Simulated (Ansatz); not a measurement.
```csv
atom,x (Å),y (Å),z (Å)
N,-0.8787,0.2372,-0.7864
Si,0.1698,-0.9871,-0.2031
S,1.2191,0.2299,1.2688
H,-0.9339,1.2012,-0.4900
H,-1.5442,0.0287,-1.5149
H,2.0101,-0.7738,1.6793
```

The calculation used RKS B3LYP-D4/def2-TZVP (Ansatz).

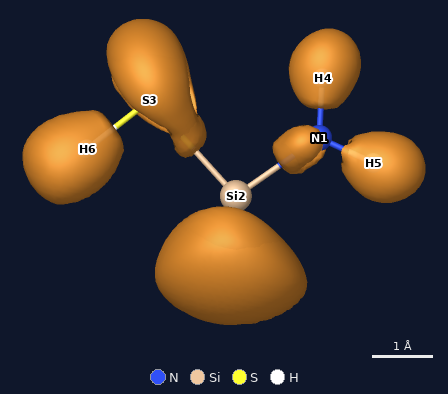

H3NSSi. Isosurface of the electron localisation function at 0.85 (orange), seen across its widest extent. Only the valence region is drawn (cores and ρ < 0.01 e/Å³ removed).

### Where are the electrons localised?

The surface consists of one region between bonded N–Si atoms (shared pairs), three regions around hydrogen nuclei, one region on S in which the atom's valence shell and bonds are merged and one lobe on Si, pointing away from the bonds (lone pairs).

Values along the shortest contacts:
Si–N (1.71 Å): the ELF peaks at about 0.90 between the atoms, as expected for a polar covalent bond. Si–S (2.18 Å): the ELF peaks at about 0.90 between the atoms: a shared electron pair.
